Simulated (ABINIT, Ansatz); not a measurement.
# VCu3S4 (Sulvanite): one start, several treatments of the self-energy

Aim: compare treatments of exchange, screening and correlation for the gap of VCu3S4 (Sulvanite).

Program: ABINIT 10.8.3. Level of theory: LDA and many-body steps on it, plane waves. Results are calculated unless marked as measured.

In doubt: a PseudoDojo file used here is known to give poor structures and forces, which bears on pressures, cells, forces and phonons.

### 1. The structure

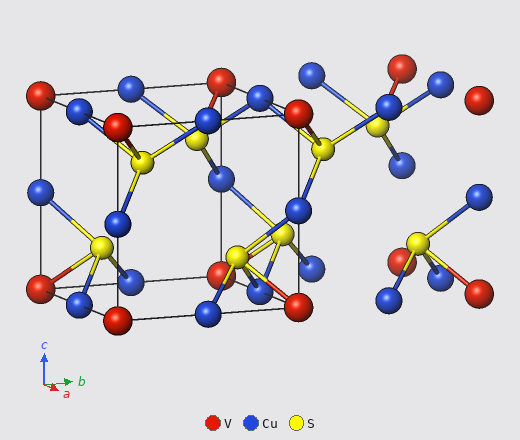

The starting structure, seen slightly off an axis (vanadium red, copper blue, sulfur yellow). 1×2×1 cells are drawn. Bonds to atoms that aren't drawn are left out. Some periodic images of atoms are drawn too.

The cell and positions come from the Crystallography Open Database and are kept as given unless a step says otherwise.

### 2. Empty states on the mesh, 2×2×2 mesh, 564 bands

This step: ABINIT 10.8.3; DFT, LDA, plane waves, norm-conserving pseudopotentials.

The sums over transitions need many empty states on a uniform mesh; this step solves for them.

run.abi

```
acell 3*1.0 Angstrom
rprim 
  5.391200000000 0.000000000000 0.000000000000
  0.000000000000 5.391200000000 0.000000000000
  0.000000000000 0.000000000000 5.391200000000
ntypat 3
znucl 23 29 16
natom 8
typat 1 2 2 2 3 3 3 3
xred 
  0.000000000000 0.000000000000 0.000000000000
  0.500000000000 0.000000000000 0.000000000000
  0.000000000000 0.500000000000 0.000000000000
  0.000000000000 0.000000000000 0.500000000000
  0.237200000000 0.237200000000 0.237200000000
  0.237200000000 0.762800000000 0.762800000000
  0.762800000000 0.762800000000 0.237200000000
  0.762800000000 0.237200000000 0.762800000000
pp_dirpath "pseudos"
pseudos "V.upf, Cu.upf, S.upf"
ecut 38
ngkpt 2 2 2
nshiftk 1
shiftk 0 0 0
kptopt 1
chksymbreak 0
iscf -2
irdden 1
istwfk *1
nband 564
nbdbuf 50
tolwfr 1e-09
nstep 60
prtvol 0
indata_prefix "in"
outdata_prefix "out"
tmpdata_prefix "tmp"
```

On the command line:

```bash
$ OMP_NUM_THREADS=1 mpirun -n 4 abinit run.abi > log
```

Numbers of over 12 decimals in the logs are rounded to 6 here.

Log:

```text
.Version 10.8.3 of ABINIT. v10.8.2 released Aug 2026.

 Symmetries : space group P-4 3 m (#215); Bravais cP (primitive cubic)
[... echo of the input left out ...]
== DATASET  1 ==================================================================
-   mpi_nproc: 4, omp_nthreads: 1 (-1 if OMP is not activated)

--- !DatasetInfo
iteration_state: {dtset: 1, }
dimensions: {natom: 8, nkpt: 4, mband: 564, nsppol: 1, nspinor: 1, nspden: 1, mpw: 11872, }
cutoff_energies: {ecut:  38.0, pawecutdg:  -1.0, }
[...]
4.46870    4.46870    4.46870    4.51725    4.51726    4.51729    4.52480    4.52484
   4.52494    4.54287    4.54301    4.55799    4.57008    4.57048    4.57362    4.58129
   4.58284    4.58982    4.59915    4.60420
 prteigrs : prtvol=0 or 1, do not print more k-points.

== END DATASET(S) ==============================================================
================================================================================

 -outvars: echo values of variables after computation  --------
            nband         564
             nkpt           4
          spgroup         215
 [... the other variables as echoed above ...]

 Calculation completed.
```

Run time: 8.1 min. Hardware: 4 MPI ranks of Arm Neoverse V2, shared host; peak memory 1.1 GiB; 33 min of CPU time.

Numbers from this step:

* gap: 0.9837 eV
* k of the valence top: 0.5, 0.5, 0.5
* k of the conduction bottom: 0.5, 0, 0
* least direct gap: 1.388 eV
* k points computed: 4
* lowest point of the top converged band, above the valence top: 109.9593 eV

On this mesh the gap is 0.984 eV.

The density comes from a self-consistent run that is not shown.

### 3. Screening, 2×2×2 mesh, 237 bands, screening to 141.5 eV

The RPA dielectric matrix is built and inverted for each q.

This step: RPA screening on LDA, plane waves, norm-conserving pseudopotentials.

run.abi, as its differences from that of step 2:

```diff
@@ -26,10 +26,11 @@
 chksymbreak 0
-iscf -2
-irdden 1
 istwfk *1
-nband 564
-nbdbuf 50
-tolwfr 1e-09
-nstep 60
-prtvol 0
+occopt 1
+irdwfk 1
+optdriver 3
+nband 237
+ecuteps 5.2
+inclvkb 2
+awtr 1
+symchi 1
 indata_prefix "in"
```

Log:

```text
.Version 10.8.3 of ABINIT. v10.8.2 released Aug 2026.

 Symmetries : space group P-4 3 m (#215); Bravais cP (primitive cubic)
[... echo of the input left out ...]
== DATASET  1 ==================================================================
-   mpi_nproc: 4, omp_nthreads: 1 (-1 if OMP is not activated)

--- !DatasetInfo
iteration_state: {dtset: 1, }
dimensions: {natom: 8, nkpt: 4, mband: 237, nsppol: 1, nspinor: 1, nspden: 1, mpw: 11872, }
cutoff_energies: {ecut:  38.0, pawecutdg:  -1.0, }
electrons: {nelect:   9.40000000E+01, charge:   0.00000000E+00, occopt:   1.00000000E+00, tsmear:   1.00000000E-02, }

 SCREENING: Calculation of the susceptibility and dielectric matrices

 Based on a program developped by R.W. Godby, V. Olevano, G. Onida, and L. Reining.
 Incorporated in ABINIT by V. Olevano, G.-M. Rignanese, and M. Torrent.
.Using double precision arithmetic ; gwpc =  8

[... cell and pseudopotentials left out ...]
--------------------------------------------------------------------------------

 ==== K-mesh for the wavefunctions ====
 Number of points in the irreducible wedge :     4
[... list of points left out ...]
 Together with 24 symmetry operations and time-reversal symmetry
 yields     8 points in the full Brillouin Zone.

 ==== Q-mesh for the screening function ====
 Number of points in the irreducible wedge :     4
[... list of points left out ...]
 Together with 24 symmetry operations and time-reversal symmetry
 yields     8 points in the full Brillouin Zone.

 setmesh: FFT mesh size selected  =    40x   40x   40
          total number of points  =        64000

 vcoul_init : cutoff-mode = AUXILIARY_FUNCTION
 q-points for optical limit:   1
     1)      0.000010    0.000020    0.000030

- screening: taking advantage of time-reversal symmetry
- Maximum band index for partially occupied states nbvw = 47
- Remaining bands to be divided among processors   nbcw = 190
- Number of bands treated by each node ~47

 Number of electrons calculated from density =   94.0000; Expected =   94.0000
 average of density, n =  0.088895
 r_s =    1.3900
 omega_plasma =   28.7603 [eV]

 calculating chi0 at frequencies [eV] :
  1    0.000000E+00    0.000000E+00
  2    0.000000E+00    2.876028E+01

--------------------------------------------------------------------------------
  q-point number  1        q = ( 0.000000, 0.000000, 0.000000) [r.l.u.]
--------------------------------------------------------------------------------
[... chi0 elements left out ...]
 For q-point:  0.000010 0.000020 0.000030
  dielectric constant =   7.7844
  dielectric constant without local fields =  10.0141

  Average fulfillment of the sum rule on Im[epsilon] for q-point    1 :     43.47  [%]
[... wings left out ...]
  q-point number  2        q = ( 0.500000, 0.000000, 0.000000) [r.l.u.]
--------------------------------------------------------------------------------
[... chi0 elements left out ...]
  Average fulfillment of the sum rule on Im[epsilon] for q-point    2 :     46.69  [%]

 [... 2 further q-points ...]
```

Elapsed: 2.7 min, on 4 MPI ranks; peak memory 2.5 GiB; 11 min of CPU time.

Numbers from this step:

* ε∞ with local fields, on this mesh, along the program's q direction: 7.784
* the same without local fields: 10.01
* plasma frequency: 28.76 eV
* plane waves in the screening matrix: 619

Local fields lower ε∞ by 22 %. On a Γ-centred mesh this coarse the value itself is usually too large, while a short band sum pulls it down.

### 4. G0W0, Godby-Needs plasmon pole

The self-energy is evaluated for the states that the input lists, and the levels follow from it, in one-shot runs by the linearised quasiparticle equation.

This step: G0W0 on LDA, plane waves, norm-conserving pseudopotentials.

run.abi, as its differences from that of step 3:

```diff
@@ -29,8 +29,21 @@
 irdwfk 1
-optdriver 3
+optdriver 4
 nband 237
+gwcalctyp 0
+ecutsigx 38
+symsigma 1
+nkptgw 4
+kptgw 
+  0.5000000000 0.5000000000 0.5000000000
+  0.5000000000 0.0000000000 0.0000000000
+  0.5000000000 0.5000000000 0.0000000000
+  0.0000000000 0.0000000000 0.0000000000
+bdgw 
+  45 49
+  46 49
+  45 49
+  45 49
 ecuteps 5.2
-inclvkb 2
-awtr 1
-symchi 1
+irdscr 1
+ppmodel 1
 indata_prefix "in"
```

Log:

```text
.Version 10.8.3 of ABINIT. v10.8.2 released Aug 2026.

 Symmetries : space group P-4 3 m (#215); Bravais cP (primitive cubic)
[... echo of the input left out ...]
== DATASET  1 ==================================================================
-   mpi_nproc: 4, omp_nthreads: 1 (-1 if OMP is not activated)

--- !DatasetInfo
iteration_state: {dtset: 1, }
dimensions: {natom: 8, nkpt: 4, mband: 237, nsppol: 1, nspinor: 1, nspden: 1, mpw: 11872, }
cutoff_energies: {ecut:  38.0, pawecutdg:  -1.0, }
electrons: {nelect:   9.40000000E+01, charge:   0.00000000E+00, occopt:   1.00000000E+00, tsmear:   1.00000000E-02, }

 SIGMA: Calculation of the GW corrections

 Based on a program developped by R.W. Godby, V. Olevano, G. Onida, and L. Reining.
 Incorporated in ABINIT by V. Olevano, G.-M. Rignanese, and M. Torrent.
.Using double precision arithmetic ; gwpc =  8

[... cell and pseudopotentials left out ...]
--------------------------------------------------------------------------------

 ==== K-mesh for the wavefunctions ====
 Number of points in the irreducible wedge :     4
[... list of points left out ...]
 Together with 24 symmetry operations and time-reversal symmetry
 yields     8 points in the full Brillouin Zone.

 ==== Q-mesh for screening function ====
 Number of points in the irreducible wedge :     4
[... list of points left out ...]
 Together with 24 symmetry operations and time-reversal symmetry
 yields     8 points in the full Brillouin Zone.

 vcoul_init : cutoff-mode = AUXILIARY_FUNCTION
 q-points for optical limit:   1
     1)      0.000010    0.000020    0.000030
 setmesh: FFT mesh size selected  =    60x   60x   60
          total number of points  =       216000

 Number of electrons calculated from density =   94.0000; Expected =   94.0000
 average of density, n =  0.088895
 r_s =    1.3900
 omega_plasma =   28.7603 [eV]

 === KS Band Gaps ===
  >>>> For spin  1
   Minimum direct gap =   1.3875 [eV], located at k-point      :   0.5000  0.5000  0.0000
   Fundamental gap    =   0.9836 [eV], Top of valence bands at :   0.5000  0.5000  0.5000
                                       Bottom of conduction at :   0.5000  0.0000  0.0000
 SIGMA fundamental parameters:
 PLASMON POLE MODEL  1
 number of plane-waves for SigmaX                11753
 number of plane-waves for SigmaC and W            619
 number of plane-waves for wavefunctions         11753
 number of bands                                   237
 number of independent spin polarizations            1
 number of spinorial components                      1
 number of k-points in IBZ                           4
 number of q-points in IBZ                           4
 number of symmetry operations                      24
 number of k-points in BZ                            8
 number of q-points in BZ                            8
 number of frequencies for dSigma/dE                 9
 frequency step for dSigma/dE [eV]                0.25
 number of omega for Sigma on real axis              0
 max omega for Sigma on real axis  [eV]           0.00
 zcut for avoiding poles [eV]                     0.10

 EPSILON^-1 parameters (SCR file):
 dimension of the eps^-1 matrix on file            619
 dimension of the eps^-1 matrix used               619
 number of plane-waves for wavefunctions         11753
 number of bands                                   237
 number of q-points in IBZ                           4
 number of frequencies                               2
 number of real frequencies                          1
 number of imag frequencies                          1

 matrix elements of self-energy operator (all in [eV])

 Perturbative Calculation

--- !SelfEnergy_ee
iteration_state: {dtset: 1, }
kpoint     : [   0.500,    0.500,    0.500, ]
spin       : 1
KS_gap     :    1.530
QP_gap     :    2.628
Delta_QP_KS:    1.098
data: !SigmaeeData |
     Band     E0 <VxcDFT>   SigX SigC(E0)      Z dSigC/dE  Sig(E)    E-E0       E
       45   4.198 -21.975 -26.325   4.266   0.751  -0.331 -22.038  -0.063   4.135
       46   4.198 -21.975 -26.325   4.266   0.751  -0.331 -22.038  -0.063   4.135
       47   4.198 -21.975 -26.325   4.266   0.751  -0.331 -22.038  -0.063   4.135
       48   5.728 -20.272 -15.030  -3.842   0.739  -0.353 -19.237   1.035   6.763
       49   5.728 -20.272 -15.030  -3.842   0.739  -0.353 -19.237   1.035   6.763

--- !SelfEnergy_ee
iteration_state: {dtset: 1, }
kpoint     : [   0.500,    0.000,    0.000, ]
spin       : 1
KS_gap     :    1.567
QP_gap     :    2.723
Delta_QP_KS:    1.156
data: !SigmaeeData |
     Band     E0 <VxcDFT>   SigX SigC(E0)      Z dSigC/dE  Sig(E)    E-E0       E
       46   3.615 -22.959 -27.618   4.676   0.743  -0.345 -22.947   0.012   3.627
[...]
--- !SelfEnergy_ee
iteration_state: {dtset: 1, }
kpoint     : [   0.500,    0.500,    0.000, ]
spin       : 1
KS_gap     :    1.387
QP_gap     :    2.765
Delta_QP_KS:    1.377
data: !SigmaeeData |
     Band     E0 <VxcDFT>   SigX SigC(E0)      Z dSigC/dE  Sig(E)    E-E0       E
[...]
--- !SelfEnergy_ee
iteration_state: {dtset: 1, }
kpoint     : [   0.000,    0.000,    0.000, ]
spin       : 1
KS_gap     :    1.741
QP_gap     :    2.789
Delta_QP_KS:    1.048
data: !SigmaeeData |
     Band     E0 <VxcDFT>   SigX SigC(E0)      Z dSigC/dE  Sig(E)    E-E0       E
[...]
47   3.563 -24.990 -29.071   4.457   0.734  -0.363 -24.714   0.276   3.839
       48   5.304 -23.037 -17.007  -4.210   0.728  -0.374 -21.712   1.324   6.628
       49   5.304 -23.037 -17.007  -4.210   0.728  -0.374 -21.712   1.324   6.628

 New Fermi energy :        1.814166E-01 Ha ,    4.936598E+00 eV

 === QP Band Gaps ===
  >>>> For spin  1
   Minimum direct gap =   2.6277 [eV], located at k-point      :   0.5000  0.5000  0.5000
   Fundamental gap    =   2.2144 [eV], Top of valence bands at :   0.5000  0.5000  0.5000
                                       Bottom of conduction at :   0.5000  0.0000  0.0000

== END DATASET(S) ==============================================================
================================================================================

 -outvars: echo values of variables after computation  --------
           etotal      0.0000000000E+00
            nband         237
             nkpt           4
          spgroup         215
 [... the other variables as echoed above ...]

 Calculation completed.
```

Wall time 87 s (4 MPI ranks); peak memory 2 GiB.

This step gave:

```yaml
g0w0_gap_on_the_mesh: 2.215 eV
starting_gap_on_the_mesh: 0.9837 eV
k_of_the_valence_top: 0.5, 0.5, 0.5
k_of_the_conduction_bottom: 0.5, 0, 0
z_at_the_valence_top: 0.751
z_at_the_conduction_bottom: 0.74
least_direct_g0w0_gap_on_the_computed_points: 2.628 eV
```

The gap on the mesh goes from 0.98 eV to 2.21 eV, a correction of +1.23 eV.

### 5. G0W0, Hybertsen-Louie plasmon pole

run.abi, as its differences from that of step 4:

```diff
@@ -47,3 +47,3 @@
 irdscr 1
-ppmodel 1
+ppmodel 2
 indata_prefix "in"
```

Log:

```text
.Version 10.8.3 of ABINIT. v10.8.2 released Aug 2026.

 Symmetries : space group P-4 3 m (#215); Bravais cP (primitive cubic)
[... echo of the input left out ...]
== DATASET  1 ==================================================================
-   mpi_nproc: 4, omp_nthreads: 1 (-1 if OMP is not activated)

--- !DatasetInfo
iteration_state: {dtset: 1, }
dimensions: {natom: 8, nkpt: 4, mband: 237, nsppol: 1, nspinor: 1, nspden: 1, mpw: 11872, }
cutoff_energies: {ecut:  38.0, pawecutdg:  -1.0, }
electrons: {nelect:   9.40000000E+01, charge:   0.00000000E+00, occopt:   1.00000000E+00, tsmear:   1.00000000E-02, }

 SIGMA: Calculation of the GW corrections

 Based on a program developped by R.W. Godby, V. Olevano, G. Onida, and L. Reining.
 Incorporated in ABINIT by V. Olevano, G.-M. Rignanese, and M. Torrent.
.Using double precision arithmetic ; gwpc =  8

[... cell and pseudopotentials left out ...]
--------------------------------------------------------------------------------

 ==== K-mesh for the wavefunctions ====
 Number of points in the irreducible wedge :     4
[... list of points left out ...]
 Together with 24 symmetry operations and time-reversal symmetry
 yields     8 points in the full Brillouin Zone.

 ==== Q-mesh for screening function ====
 Number of points in the irreducible wedge :     4
[... list of points left out ...]
 Together with 24 symmetry operations and time-reversal symmetry
 yields     8 points in the full Brillouin Zone.

 vcoul_init : cutoff-mode = AUXILIARY_FUNCTION
 q-points for optical limit:   1
     1)      0.000010    0.000020    0.000030
 setmesh: FFT mesh size selected  =    60x   60x   60
          total number of points  =       216000

 Number of electrons calculated from density =   94.0000; Expected =   94.0000
[...]
45   4.198 -21.975 -26.325   3.755   0.845  -0.183 -22.477  -0.503   3.696
       46   4.198 -21.975 -26.325   3.755   0.845  -0.183 -22.477  -0.503   3.696
       47   4.198 -21.975 -26.325   3.755   0.845  -0.183 -22.477  -0.503   3.696
[...]
--- !SelfEnergy_ee
iteration_state: {dtset: 1, }
kpoint     : [   0.500,    0.000,    0.000, ]
spin       : 1
KS_gap     :    1.567
QP_gap     :    3.396
Delta_QP_KS:    1.829
data: !SigmaeeData |
     Band     E0 <VxcDFT>   SigX SigC(E0)      Z dSigC/dE  Sig(E)    E-E0       E
[...]
--- !SelfEnergy_ee
iteration_state: {dtset: 1, }
kpoint     : [   0.500,    0.500,    0.000, ]
spin       : 1
KS_gap     :    1.387
QP_gap     :    3.600
Delta_QP_KS:    2.212
data: !SigmaeeData |
     Band     E0 <VxcDFT>   SigX SigC(E0)      Z dSigC/dE  Sig(E)    E-E0       E
[...]
--- !SelfEnergy_ee
iteration_state: {dtset: 1, }
kpoint     : [   0.000,    0.000,    0.000, ]
spin       : 1
KS_gap     :    1.741
QP_gap     :    3.481
Delta_QP_KS:    1.740
data: !SigmaeeData |
     Band     E0 <VxcDFT>   SigX SigC(E0)      Z dSigC/dE  Sig(E)    E-E0       E
[...]
48   5.304 -23.037 -17.007  -3.971   0.837  -0.195 -21.314   1.723   7.027
       49   5.304 -23.037 -17.007  -3.971   0.837  -0.195 -21.314   1.723   7.027

 New Fermi energy :        1.733437E-01 Ha ,    4.716922E+00 eV

 === QP Band Gaps ===
  >>>> For spin  1
   Minimum direct gap =   3.2542 [eV], located at k-point      :   0.5000  0.5000  0.5000
   Fundamental gap    =   2.8851 [eV], Top of valence bands at :   0.5000  0.5000  0.5000
                                       Bottom of conduction at :   0.5000  0.0000  0.0000

== END DATASET(S) ==============================================================
================================================================================

 -outvars: echo values of variables after computation  --------
           etotal      0.0000000000E+00
            nband         237
             nkpt           4
          spgroup         215
 [... the other variables as echoed above ...]

 Calculation completed.
```

Wall time 83 s (4 MPI ranks); peak memory 2 GiB; 5.5 min of CPU time.

This step gave:

```
G0W0 gap on the mesh                         : 2.885 eV
starting gap on the mesh                     : 0.9837 eV
k of the valence top                         : 0.5, 0.5, 0.5
k of the conduction bottom                   : 0.5, 0, 0
Z at the valence top                         : 0.845
Z at the conduction bottom                   : 0.841
least direct G0W0 gap on the computed points : 3.254 eV
```

Against G0W0 in ABINIT (2×2×2 mesh, 237 bands, screening to 141.5 eV, Godby-Needs plasmon pole), the gap moves by +0.670 eV.

(Part 1 of 2 ends here.)

[Paths, hosts, dates, memory and timing lines, banners, echoed tables and standing remarks are left out of the program output.]

[Logs are printed without paths, hosts, clocks, repeated set-up lines and the standing remarks that a program may print on its own settings, such as how far it seeks lower states.]

[Runs of the session that timed out or met a known fault of the program may be left out.]

[Hosts, paths, dates, database ids (printed as entryN), source tags and the programs' standing remarks are cut or masked in the printed files.]

[G0W0 gaps are taken among the corrected bands and points alone; a level outside them can change the order at an edge.]

[Where Ansatz stands beside ABINIT at settings called matched, ABINIT's density can come from a denser mesh and the files from another edition; pairs whose starting gaps differed by over 0.03 eV were left out, so agreement reads better than it is.]
